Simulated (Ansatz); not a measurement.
# C₃H₈AlCl₂N: how energies converge with the basis set

Aim: see how fast density functionals converge with the basis set for C₃H₈AlCl₂N.

Computed with Ansatz 0.2.0, Gaussian basis. Level: one geometry, several basis sets.

Levels to be run: PBE0-D4/def2-SVP; ωB97M-V/def2-SVP; PBE0-D4/def2-QZVPP; ωB97M-V/def2-QZVPP; the functionals' def2-TZVPP values are taken from earlier runs.

### 1 Structure used throughout

An earlier PBE0-D4 in a triple-zeta def2 set relaxation fixed the geometry.

SMILES `CC[N](C)[Al]([Cl])[Cl]`, 15 atoms, charge 0, spin multiplicity 1.

Atoms are counted from 1 here; the program's logs count them from 0.

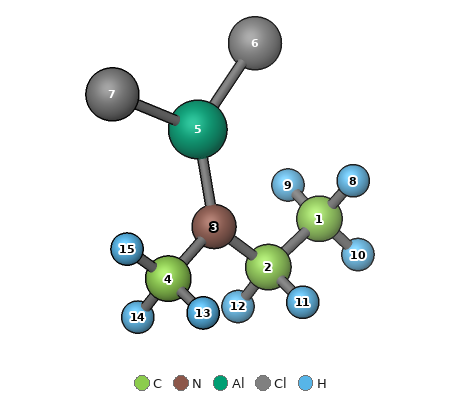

The geometry (carbon green, nitrogen brown, aluminium teal, chlorine grey, hydrogen blue); atoms are numbered from 1 in the order of the file.

Geometry (Å):

```csv
atom,x (Å),y (Å),z (Å)
C1,-0.3902,0.8054,-1.7579
C2,-0.6105,-0.3365,-0.7933
N3,0.0954,-0.2279,0.4686
C4,-0.1922,-1.3763,1.3096
Al5,1.1770,1.0259,1.0672
Cl6,1.7523,2.7660,0.0702
Cl7,1.9944,0.7846,2.9773
H8,0.6610,0.9037,-2.0377
H9,-0.7184,1.7595,-1.3396
H10,-0.9626,0.6270,-2.6704
H11,-0.3181,-1.2797,-1.2794
H12,-1.6875,-0.4301,-0.5864
H13,0.1143,-2.3095,0.8186
H14,-1.2676,-1.4511,1.5181
H15,0.3310,-1.3118,2.2641
```

### 2 PBE0-D4 in def2-SVP

Input file in.yaml:

```yaml
crystal:
  periodic: [false, false, false]
  atoms:
    - {symbol: C, position_ang: [-0.390197, 0.805401, -1.757886]}
    - {symbol: C, position_ang: [-0.610510, -0.336512, -0.793274]}
    - {symbol: N, position_ang: [0.095406, -0.227946, 0.468613]}
    - {symbol: C, position_ang: [-0.192203, -1.376341, 1.309568]}
    - {symbol: Al, position_ang: [1.176994, 1.025935, 1.067186]}
    - {symbol: Cl, position_ang: [1.752295, 2.766003, 0.070201]}
    - {symbol: Cl, position_ang: [1.994383, 0.784606, 2.977288]}
    - {symbol: H, position_ang: [0.660976, 0.903734, -2.037671]}
    - {symbol: H, position_ang: [-0.718414, 1.759475, -1.339643]}
    - {symbol: H, position_ang: [-0.962613, 0.627008, -2.670365]}
    - {symbol: H, position_ang: [-0.318092, -1.279735, -1.279413]}
    - {symbol: H, position_ang: [-1.687520, -0.430078, -0.586398]}
    - {symbol: H, position_ang: [0.114325, -2.309452, 0.818632]}
    - {symbol: H, position_ang: [-1.267650, -1.451072, 1.518146]}
    - {symbol: H, position_ang: [0.331022, -1.311824, 2.264114]}
basis:
  gaussian: {orbitals: def2-SVP}
hamiltonian: {xc: pbe0, dispersion: d4}
output: {orbitals: {seedname: orbitals}}
```

The run is started by

```sh
$ ansatz run in.yaml --threads 4 --pin off --events-out ev --progress --plain --max-ram 11315MiB
```

Log:

```text
Functional definition: PBE0
  name "PBE0"
  cite "Adamo & Barone, J. Chem. Phys. 110, 6158 (1999) doi:10.1063/1.478522"
  cite "Perdew, Burke & Ernzerhof, Phys. Rev. Lett. 77, 3865 (1996) doi:10.1103/PhysRevLett.77.3865"
  parent pbe
  parameter a = 0.25
  parameter kappa = 0.804
  parameter beta = 0.06672455060314922
  exchange = (1 - a)*pbe_x(kappa = kappa, mu = beta*pi^2/3) + a*exact_x
  correlation = pbe_c(beta = beta)
1479 factors; integrals over basis functions are off by at most 1.3e-3 eV
mean field evaluation 1: about -36339.4631 eV, gradient 5.8e1 eV
mean field evaluation 2: about -36326.6424 eV, gradient 9.2e1 eV
mean field evaluation 4: about -36347.8328 eV, gradient 3.7e0 eV
mean field evaluation 8: about -36348.1868 eV, gradient 4.7e-1 eV
mean field evaluation 16: about -36348.1874 eV, gradient 6.5e-5 eV
mean field -36348.18738836 eV, -1335.7712488359 hartree, gradient 6.4e-5 eV, S^2 0.000000; 0 other end points of the search recorded, 0 dependent functions left out
reference -36348.18741905 eV, -1335.7712499639 hartree; 40, 40 occupied and 110, 110 virtual orbitals, 1479 factors
Total energy: -36348.54686273 eV, -1335.7844592752 hartree
```

Wall time 1.3 s (4 threads of AMD EPYC 9R45, shared host); peak memory 0.45 GiB.

### 3 ωB97M-V in def2-SVP

Edit in.yaml of step 2 so:

```diff
@@ -20,3 +20,3 @@
   gaussian: {orbitals: def2-SVP}
-hamiltonian: {xc: pbe0, dispersion: d4}
+hamiltonian: {xc: {name: wB97M-V}}
 output: {orbitals: {seedname: orbitals}}
```

Launched as before.

Log, cut to the lines that bear on the results:

```text
Functional definition: wB97M-V
  name "wB97M-V"
  cite "Mardirossian & Head-Gordon, J. Chem. Phys. 144, 214110 (2016) doi:10.1063/1.4952647"
  cite "Becke, J. Chem. Phys. 107, 8554 (1997) doi:10.1063/1.475007"
  cite "Vydrov & Van Voorhis, J. Chem. Phys. 133, 244103 (2010) doi:10.1063/1.3521275"
  # Of w^i u^j: cxij and so on, Table III.
[...]
  gx(w, u) = 1 - cx + cx01*u + cx10*w
  gss(w, u) = css00 + css04*u^4 + css10*w + css20*w^2 + css43*w^4*u^3
  gos(w, u) = cos00 + cos10*w + (cos20 + cos21*u)*w^2 + (cos60 + cos61*u)*w^6
[...]
      + integral(e_c_pw_mod_opposite_spin*gos(b97_w_opposite, b97_u_opposite)) + vv10(b, c)
1479 factors; integrals over basis functions are off by at most 1.3e-3 eV
408 factors; integrals over basis functions are off by at most 7.3e-6 eV
[...]
mean field -36361.18358549 eV, -1336.2488502712 hartree, gradient 3.8e-5 eV, S^2 0.000000; 0 other end points of the search recorded, 0 dependent functions left out
reference -36361.18363441 eV, -1336.2488520689 hartree; 40, 40 occupied and 110, 110 virtual orbitals, 1479 factors
Total energy: -36361.18363441 eV, -1336.2488520689 hartree
```

Run time: 4.5 s. Hardware: 4 threads of AMD EPYC 9R45, shared host; peak memory 0.65 GiB.

### 4 PBE0-D4 in def2-QZVPP

Edit in.yaml of step 3 so:

```diff
@@ -19,4 +19,4 @@
 basis:
-  gaussian: {orbitals: def2-SVP}
-hamiltonian: {xc: {name: wB97M-V}}
+  gaussian: {orbitals: "def2-QZVPP.json"}
+hamiltonian: {xc: pbe0, dispersion: d4}
 output: {orbitals: {seedname: orbitals}}
```

Launched as before.

Log:

```text
Functional definition: PBE0
  name "PBE0"
  cite "Adamo & Barone, J. Chem. Phys. 110, 6158 (1999) doi:10.1063/1.478522"
  cite "Perdew, Burke & Ernzerhof, Phys. Rev. Lett. 77, 3865 (1996) doi:10.1103/PhysRevLett.77.3865"
  parent pbe
  parameter a = 0.25
  parameter kappa = 0.804
  parameter beta = 0.06672455060314922
  exchange = (1 - a)*pbe_x(kappa = kappa, mu = beta*pi^2/3) + a*exact_x
  correlation = pbe_c(beta = beta)
2333 factors; their error is unknown
mean field evaluation 1: about -36352.3429 eV, gradient 7.6e1 eV
mean field evaluation 2: about -36325.5482 eV, gradient 1.3e2 eV
mean field evaluation 4: about -36365.4198 eV, gradient 6.8e0 eV
mean field evaluation 8: about -36365.5038 eV, gradient 2.6e-1 eV
mean field evaluation 16: about -36365.5347 eV, gradient 3.7e-4 eV
mean field -36365.53465725 eV, -1336.4087492094 hartree, gradient 4.9e-5 eV, S^2 0.000000; 0 other end points of the search recorded, 0 dependent functions left out
reference -36365.53470230 eV, -1336.4087508649 hartree; 40, 40 occupied and 638, 638 virtual orbitals, 2333 factors
Total energy: -36365.89414597 eV, -1336.4219601762 hartree
```

Run time: 14 s. Hardware: 4 threads of AMD EPYC 9R45, shared host; peak memory 3.9 GiB.

### 5 ωB97M-V in def2-QZVPP

Edit in.yaml of step 4 so:

```diff
@@ -20,3 +20,3 @@
   gaussian: {orbitals: "def2-QZVPP.json"}
-hamiltonian: {xc: pbe0, dispersion: d4}
+hamiltonian: {xc: {name: wB97M-V}}
 output: {orbitals: {seedname: orbitals}}
```

Launched as before.

Log, cut to the lines that bear on the results:

```text
Functional definition: wB97M-V
  name "wB97M-V"
  cite "Mardirossian & Head-Gordon, J. Chem. Phys. 144, 214110 (2016) doi:10.1063/1.4952647"
  cite "Becke, J. Chem. Phys. 107, 8554 (1997) doi:10.1063/1.475007"
  cite "Vydrov & Van Voorhis, J. Chem. Phys. 133, 244103 (2010) doi:10.1063/1.3521275"
  # Of w^i u^j: cxij and so on, Table III.
[...]
  gx(w, u) = 1 - cx + cx01*u + cx10*w
  gss(w, u) = css00 + css04*u^4 + css10*w + css20*w^2 + css43*w^4*u^3
  gos(w, u) = cos00 + cos10*w + (cos20 + cos21*u)*w^2 + (cos60 + cos61*u)*w^6
[...]
      + integral(e_c_pw_mod_opposite_spin*gos(b97_w_opposite, b97_u_opposite)) + vv10(b, c)
2258 factors; their error is unknown
531 factors; integrals over basis functions are off by at most 1.7e-5 eV
[...]
mean field -36378.64104638 eV, -1336.8904001260 hartree, gradient 1.2e-5 eV, S^2 0.000000; 0 other end points of the search recorded, 0 dependent functions left out
reference -36378.64111893 eV, -1336.8904027921 hartree; 40, 40 occupied and 638, 638 virtual orbitals, 2258 factors
Total energy: -36378.64111893 eV, -1336.8904027921 hartree
```

It took 22 s on 4 threads of AMD EPYC 9R45, shared host; peak memory 4.7 GiB.

### 6 Functionals by basis

The def2-TZVPP values come from earlier runs at the same geometry.

```csv
functional,basis,functions,energy (eV),from the largest (eV),HOMO (eV),LUMO (eV)
PBE0-D4,def2-SVP,150,-36348.5469,17.347,-6.76,-0.29
PBE0-D4,def2-TZVPP,362,-36364.6832,1.211,-6.85,-0.48
PBE0-D4,def2-QZVPP,678,-36365.8941,0.000,-6.87,-0.64
ωB97M-V,def2-SVP,150,-36361.1836,17.457,-9.02,1.41
ωB97M-V,def2-TZVPP,362,-36377.4779,1.163,-9.13,1.20
ωB97M-V,def2-QZVPP,678,-36378.6411,0.000,-9.17,0.83
```

### 7 Summary of results

| quantity | value |
| --- | --- |
| PBE0-D4: double and triple zeta above quadruple | 17.35, 1.21 eV |
| ωB97M-V: double and triple zeta above quadruple | 17.46, 1.16 eV |

In words: PBE0-D4 gains 16.14 eV from double to triple zeta, then 1.21 eV more. These are total energies; as a rule much of such shifts cancels in differences, which this series doesn't test. The LUMO of ωB97M-V is positive and keeps falling with the basis (1.41 to 0.83 eV): an unbound level that the basis holds in place.

For PBE0-D4 the largest set took about 10 times as long as the smallest (14 s against 1.3 s).
